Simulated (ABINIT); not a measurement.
# Ba2ScCuO4 (P4/mmm): G0W0 with ABINIT, start to end, part 2 of 2

How does a plane-wave GW calculation on Ba2ScCuO4 (P4/mmm) run from the first input to the gap?

ABINIT 10.8.3; PBEsol and many-body steps on it, plane waves. Known limits of the many-body steps: not at the basis limit; d shell near the gap, gap tends to lie low; no spin-orbit coupling; coarse k mesh.

So far. Step 2 (Ground state): The gap is indirect, with the least direct gap 0.06 eV higher. Step 3 (Empty states on the mesh, 2×2×1 mesh, 292 bands): On this mesh the gap is 1.956 eV.

In doubt: a PseudoDojo file used here is known to give poor structures and forces, which bears on pressures, cells, forces and phonons.

## Step 4: Screening, 2×2×1 mesh, 266 bands, screening to 176.9 eV

The RPA dielectric matrix is built and inverted for each q.

This step: RPA screening on PBEsol, plane waves, norm-conserving pseudopotentials.

Contents of run.abi:

```
acell 3*1.0 Angstrom
rprim 
  4.176956000000 0.000000000000 0.000000000000
  0.000000000000 4.176956000000 0.000000000000
  0.000000000000 0.000000000000 8.078857000000
ntypat 4
znucl 56 21 29 8
natom 8
typat 1 1 2 3 4 4 4 4
xred 
  0.500000000000 0.500000000000 0.767977000000
  0.500000000000 0.500000000000 0.232023000000
  0.000000000000 0.000000000000 0.000000000000
  0.000000000000 0.000000000000 0.500000000000
  0.000000000000 0.500000000000 0.000000000000
  0.500000000000 0.000000000000 0.000000000000
  0.000000000000 0.000000000000 0.724671000000
  0.000000000000 0.000000000000 0.275329000000
pp_dirpath "pseudos"
pseudos "Ba.upf, Sc.upf, Cu.upf, O.upf"
ecut 42
ngkpt 2 2 1
nshiftk 1
shiftk 0 0 0
kptopt 1
chksymbreak 0
istwfk *1
occopt 1
irdwfk 1
optdriver 3
nband 266
ecuteps 6.5
inclvkb 2
awtr 1
symchi 1
indata_prefix "in"
outdata_prefix "out"
tmpdata_prefix "tmp"
```

Command:

```sh
> OMP_NUM_THREADS=1 mpirun -n 4 abinit run.abi > log
```

Numbers of over 12 decimals in the logs are rounded to 6 here.

The program printed:

```text
.Version 10.8.3 of ABINIT. v10.8.2 released Aug 2026.

 Symmetries : space group P4/m m m (#123); Bravais tP (primitive tetrag.)
[... echo of the input left out ...]
== DATASET  1 ==================================================================
-   mpi_nproc: 4, omp_nthreads: 1 (-1 if OMP is not activated)

--- !DatasetInfo
iteration_state: {dtset: 1, }
dimensions: {natom: 8, nkpt: 3, mband: 266, nsppol: 1, nspinor: 1, nspden: 1, mpw: 12409, }
cutoff_energies: {ecut:  42.0, pawecutdg:  -1.0, }
electrons: {nelect:   7.40000000E+01, charge:   0.00000000E+00, occopt:   1.00000000E+00, tsmear:   1.00000000E-02, }

 SCREENING: Calculation of the susceptibility and dielectric matrices

 Based on a program developped by R.W. Godby, V. Olevano, G. Onida, and L. Reining.
 Incorporated in ABINIT by V. Olevano, G.-M. Rignanese, and M. Torrent.
.Using double precision arithmetic ; gwpc =  8

[... cell and pseudopotentials left out ...]
--------------------------------------------------------------------------------

 ==== K-mesh for the wavefunctions ====
 Number of points in the irreducible wedge :     3
[... list of points left out ...]
 Together with 16 symmetry operations and time-reversal symmetry
 yields     4 points in the full Brillouin Zone.

 ==== Q-mesh for the screening function ====
 Number of points in the irreducible wedge :     3
[... list of points left out ...]
 Together with 16 symmetry operations and time-reversal symmetry
 yields     4 points in the full Brillouin Zone.

 setmesh: FFT mesh size selected  =    36x   36x   64
          total number of points  =        82944

 vcoul_init : cutoff-mode = AUXILIARY_FUNCTION
 q-points for optical limit:   1
     1)      0.000010    0.000020    0.000030

- screening: taking advantage of time-reversal symmetry
- Maximum band index for partially occupied states nbvw = 37
- Remaining bands to be divided among processors   nbcw = 229
- Number of bands treated by each node ~57

 Number of electrons calculated from density =   74.0000; Expected =   74.0000
 average of density, n =  0.077797
 r_s =    1.4532
 omega_plasma =   26.9053 [eV]

 calculating chi0 at frequencies [eV] :
  1    0.000000E+00    0.000000E+00
  2    0.000000E+00    2.690533E+01

--------------------------------------------------------------------------------
  q-point number  1        q = ( 0.000000, 0.000000, 0.000000) [r.l.u.]
--------------------------------------------------------------------------------
[... chi0 elements left out ...]
 For q-point:  0.000010 0.000020 0.000030
  dielectric constant =   5.1910
  dielectric constant without local fields =   5.8672

  Average fulfillment of the sum rule on Im[epsilon] for q-point    1 :     64.35  [%]
[... wings left out ...]
  q-point number  2        q = ( 0.500000, 0.000000, 0.000000) [r.l.u.]
--------------------------------------------------------------------------------
[... chi0 elements left out ...]
  Average fulfillment of the sum rule on Im[epsilon] for q-point    2 :     66.02  [%]

 [... 1 further q-points ...]
```

Elapsed: 1.7 min, on 4 MPI ranks of Arm Neoverse V2, shared host; peak memory 2.5 GiB; 6.7 min of CPU time.

This step gave:

| Property | Result |
| --- | --- |
| ε∞ with local fields, on this mesh, along the program's q direction | 5.191 |
| the same without local fields | 5.867 |
| plasma frequency | 26.91 eV |
| plane waves in the screening matrix | 773 |

Local fields lower ε∞ by 12 %. On a Γ-centred mesh this coarse the value itself is usually too large, while a short band sum pulls it down.

## Step 5: Self-energy, 2×2×1 mesh, 266 bands, screening to 176.9 eV

The self-energy is evaluated for the states that the input lists, and the levels follow from it, in one-shot runs by the linearised quasiparticle equation.

This step: G0W0 on PBEsol, plane waves, norm-conserving pseudopotentials.

Changes to run.abi since step 4:

```diff
@@ -29,8 +29,19 @@
 irdwfk 1
-optdriver 3
+optdriver 4
 nband 266
+gwcalctyp 0
+ecutsigx 42
+symsigma 1
+nkptgw 3
+kptgw 
+  0.5000000000 0.5000000000 0.0000000000
+  0.5000000000 0.0000000000 0.0000000000
+  0.0000000000 0.0000000000 0.0000000000
+bdgw 
+  36 39
+  36 39
+  36 39
 ecuteps 6.5
-inclvkb 2
-awtr 1
-symchi 1
+irdscr 1
+ppmodel 1
 indata_prefix "in"
```

The program printed:

```text
.Version 10.8.3 of ABINIT. v10.8.2 released Aug 2026.

 Symmetries : space group P4/m m m (#123); Bravais tP (primitive tetrag.)
[... echo of the input left out ...]
== DATASET  1 ==================================================================
-   mpi_nproc: 4, omp_nthreads: 1 (-1 if OMP is not activated)

--- !DatasetInfo
iteration_state: {dtset: 1, }
dimensions: {natom: 8, nkpt: 3, mband: 266, nsppol: 1, nspinor: 1, nspden: 1, mpw: 12409, }
cutoff_energies: {ecut:  42.0, pawecutdg:  -1.0, }
electrons: {nelect:   7.40000000E+01, charge:   0.00000000E+00, occopt:   1.00000000E+00, tsmear:   1.00000000E-02, }

 SIGMA: Calculation of the GW corrections

 Based on a program developped by R.W. Godby, V. Olevano, G. Onida, and L. Reining.
 Incorporated in ABINIT by V. Olevano, G.-M. Rignanese, and M. Torrent.
.Using double precision arithmetic ; gwpc =  8

[... cell and pseudopotentials left out ...]
--------------------------------------------------------------------------------

 ==== K-mesh for the wavefunctions ====
 Number of points in the irreducible wedge :     3
[... list of points left out ...]
 Together with 16 symmetry operations and time-reversal symmetry
 yields     4 points in the full Brillouin Zone.

 ==== Q-mesh for screening function ====
 Number of points in the irreducible wedge :     3
[... list of points left out ...]
 Together with 16 symmetry operations and time-reversal symmetry
 yields     4 points in the full Brillouin Zone.

 vcoul_init : cutoff-mode = AUXILIARY_FUNCTION
 q-points for optical limit:   1
     1)      0.000010    0.000020    0.000030
 setmesh: FFT mesh size selected  =    48x   48x   90
          total number of points  =       207360

 Number of electrons calculated from density =   74.0000; Expected =   74.0000
 average of density, n =  0.077797
 r_s =    1.4532
 omega_plasma =   26.9053 [eV]

 === KS Band Gaps ===
  >>>> For spin  1
   Minimum direct gap =   1.9952 [eV], located at k-point      :   0.5000  0.0000  0.0000
   Fundamental gap    =   1.9562 [eV], Top of valence bands at :   0.5000  0.5000  0.0000
                                       Bottom of conduction at :   0.5000  0.0000  0.0000
 SIGMA fundamental parameters:
 PLASMON POLE MODEL  1
 number of plane-waves for SigmaX                12409
 number of plane-waves for SigmaC and W            773
 number of plane-waves for wavefunctions         12409
 number of bands                                   266
 number of independent spin polarizations            1
 number of spinorial components                      1
 number of k-points in IBZ                           3
 number of q-points in IBZ                           3
 number of symmetry operations                      16
 number of k-points in BZ                            4
 number of q-points in BZ                            4
 number of frequencies for dSigma/dE                 9
 frequency step for dSigma/dE [eV]                0.25
 number of omega for Sigma on real axis              0
 max omega for Sigma on real axis  [eV]           0.00
 zcut for avoiding poles [eV]                     0.10

 EPSILON^-1 parameters (SCR file):
 dimension of the eps^-1 matrix on file            773
 dimension of the eps^-1 matrix used               773
 number of plane-waves for wavefunctions         12409
 number of bands                                   266
 number of q-points in IBZ                           3
 number of frequencies                               2
 number of real frequencies                          1
 number of imag frequencies                          1

 matrix elements of self-energy operator (all in [eV])

 Perturbative Calculation

--- !SelfEnergy_ee
iteration_state: {dtset: 1, }
kpoint     : [   0.500,    0.500,    0.000, ]
spin       : 1
KS_gap     :    2.491
QP_gap     :    3.277
Delta_QP_KS:    0.787
data: !SigmaeeData |
     Band     E0 <VxcDFT>   SigX SigC(E0)      Z dSigC/dE  Sig(E)    E-E0       E
       36   5.325 -25.764 -32.578   6.485   0.740  -0.351 -26.007  -0.243   5.082
       37   5.325 -25.764 -32.578   6.485   0.740  -0.351 -26.007  -0.243   5.082
       38   7.816 -10.010  -5.947  -3.402   0.823  -0.214  -9.466   0.544   8.360
       39   7.816 -10.010  -5.947  -3.402   0.823  -0.214  -9.466   0.544   8.360

--- !SelfEnergy_ee
iteration_state: {dtset: 1, }
kpoint     : [   0.500,    0.000,    0.000, ]
spin       : 1
KS_gap     :    1.995
QP_gap     :    2.681
Delta_QP_KS:    0.686
data: !SigmaeeData |
     Band     E0 <VxcDFT>   SigX SigC(E0)      Z dSigC/dE  Sig(E)    E-E0       E
       36   4.822 -26.669 -33.888   6.827   0.735  -0.360 -26.957  -0.288   4.534
       37   5.286 -25.135 -31.781   6.321   0.742  -0.348 -25.376  -0.241   5.045
       38   7.281  -9.660  -5.769  -3.353   0.826  -0.211  -9.216   0.445   7.726
       39   8.636 -17.696 -12.913  -3.339   0.794  -0.260 -16.550   1.146   9.782

--- !SelfEnergy_ee
iteration_state: {dtset: 1, }
kpoint     : [   0.000,    0.000,    0.000, ]
spin       : 1
KS_gap     :    2.402
QP_gap     :    3.712
Delta_QP_KS:    1.310
data: !SigmaeeData |
     Band     E0 <VxcDFT>   SigX SigC(E0)      Z dSigC/dE  Sig(E)    E-E0       E
       36   5.102 -25.786 -32.614   6.488   0.739  -0.353 -26.037  -0.252   4.851
       37   5.102 -25.786 -32.614   6.488   0.739  -0.353 -26.037  -0.252   4.851
       38   7.504 -19.036 -15.069  -2.629   0.791  -0.265 -17.978   1.058   8.562
       39   8.620 -15.445  -8.319  -4.960   0.801  -0.248 -13.709   1.736  10.356

 New Fermi energy :        2.353491E-01 Ha ,    6.404176E+00 eV

 === QP Band Gaps ===
  >>>> For spin  1
   Minimum direct gap =   2.6811 [eV], located at k-point      :   0.5000  0.0000  0.0000
   Fundamental gap    =   2.6435 [eV], Top of valence bands at :   0.5000  0.5000  0.0000
                                       Bottom of conduction at :   0.5000  0.0000  0.0000

== END DATASET(S) ==============================================================
================================================================================

 -outvars: echo values of variables after computation  --------
           etotal      0.0000000000E+00
            nband         266
             nkpt           3
          spgroup         123
 [... the other variables as echoed above ...]

 Calculation completed.
```

It took 66 s on 4 MPI ranks; peak memory 2.1 GiB; 4.4 min of CPU time.

This step gave:

```
G0W0 gap on the points computed              : 2.644 eV
starting gap on the mesh                     : 1.956 eV
k of the valence top                         : 0.5, 0.5, 0
k of the conduction bottom                   : 0.5, 0, 0
Z at the valence top                         : 0.74
Z at the conduction bottom                   : 0.826
least direct G0W0 gap on the computed points : 2.681 eV
```

The gap on the mesh goes from 1.96 eV to 2.64 eV, a correction of +0.69 eV. The start differs from the 1.93 eV found before because the two sample other k points.

Limits: finite bands, cutoff and mesh; d shell near the gap, gap tends to lie low; no spin-orbit coupling; coarse k mesh. v1 is the top filled band, c1 the lowest empty one. Levels before and after the correction, in eV, zero at the valence-band top of each column:

```csv
,conduction bottom,valence top
Kohn-Sham,1.96,0.00
G0W0,2.64,0.00
```

|  | level | energy (eV) |
| --- | --- | --- |
| Kohn-Sham | (0.5 0.5 0) v2-v1 | 0.000 |
| Kohn-Sham | (0.5 0.5 0) c1-c2 | 2.490 |
| Kohn-Sham | (0.5 0 0) v2 | -0.503 |
| Kohn-Sham | (0.5 0 0) v1 | -0.039 |
| Kohn-Sham | (0.5 0 0) c1 | 1.956 |
| Kohn-Sham | (0.5 0 0) c2 | 3.311 |
| G0W0 | (0.5 0.5 0) v2-v1 | 0.000 |
| G0W0 | (0.5 0.5 0) c1-c2 | 3.278 |
| G0W0 | (0.5 0 0) v2 | -0.548 |
| G0W0 | (0.5 0 0) v1 | -0.037 |
| G0W0 | (0.5 0 0) c1 | 2.644 |
| G0W0 | (0.5 0 0) c2 | 4.700 |

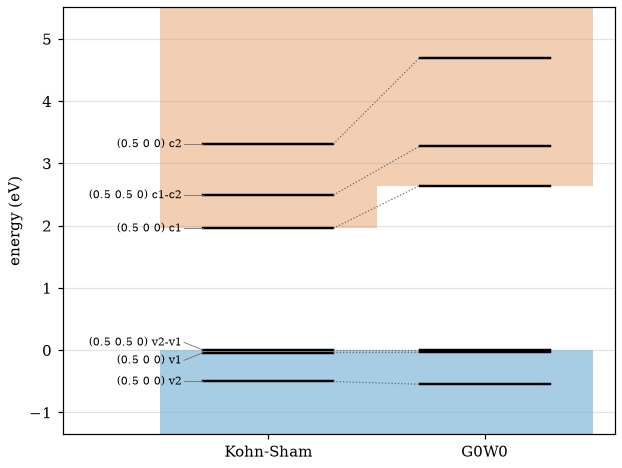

Levels before and after the correction. Shaded: valence and conduction bands.

## Step 6: Where the time went

Times are wall times on 4 MPI ranks of Arm Neoverse V2, shared host, good to a factor of about two.

| step | time | share | memory (GiB) |
| --- | --- | --- | --- |
| ground state | 5.6 min | 50 % | 0.7 |
| empty states on the mesh | 2.8 min | 25 % | 0.55 |
| screening | 1.7 min | 15 % | 2.5 |
| self-energy | 66 s | 10 % | 2.1 |

## Step 7: Summary of results

```json
{"PBEsol gap": "1.93 eV, indirect", "G0W0 gap on the mesh": "2.64 eV", "G0W0 gap over the zone (rigid shift)": "2.62 eV", "GW settings": "2×2×1 mesh, 266 bands, screening to 176.9 eV, Godby-Needs plasmon pole", "known limits": "not at the basis limit; d shell near the gap, gap tends to lie low; no spin-orbit coupling; coarse k mesh"}
```

What this shows: G0W0 moves the gap on the mesh from 1.96 eV to 2.64 eV (+0.69 eV), with Z of 0.74 and 0.83 at the edges. The mesh misses the band edges by 0.02 eV in all; a rigid shift gives 2.62 eV for the zone. Local fields lower the RPA ε∞ on this mesh from 5.87 to 5.19; a Γ-centred mesh this coarse tends to raise both, most where the direct gap is narrow, while a short band sum lowers them. The dearest step here is «ground state». Bands and cutoff are finite, so the gap is not at the basis limit. The miss can reach some tenths of an eV and take either sign; the mesh is an error of its own. The 2×2×1 mesh is coarse for this cell, which bears on the long-range parts of exchange and screening. A d shell, filled or nearly so, lies near the gap. One-shot GW converges very slowly in bands there, not always from below, and on a semilocal start the gap tends to come out low; starts rich in exact exchange can overshoot instead. The many-body steps are scalar-relativistic: spin-orbit coupling is not in them.

[Paths, hosts, dates, memory and timing lines, banners, echoed tables and standing remarks are left out of the program output.]

[Logs are printed without paths, hosts, clocks, repeated set-up lines and the standing remarks that a program may print on its own settings, such as how far it seeks lower states.]

[Runs of the session that timed out or met a known fault of the program may be left out.]

[Hosts, paths, dates, database ids (printed as entryN), source tags and the programs' standing remarks are cut or masked in the printed files.]

[G0W0 gaps are taken among the corrected bands and points alone; a level outside them can change the order at an edge.]

[Where Ansatz stands beside ABINIT at settings called matched, ABINIT's density can come from a denser mesh and the files from another edition; pairs whose starting gaps differed by over 0.03 eV were left out, so agreement reads better than it is.]
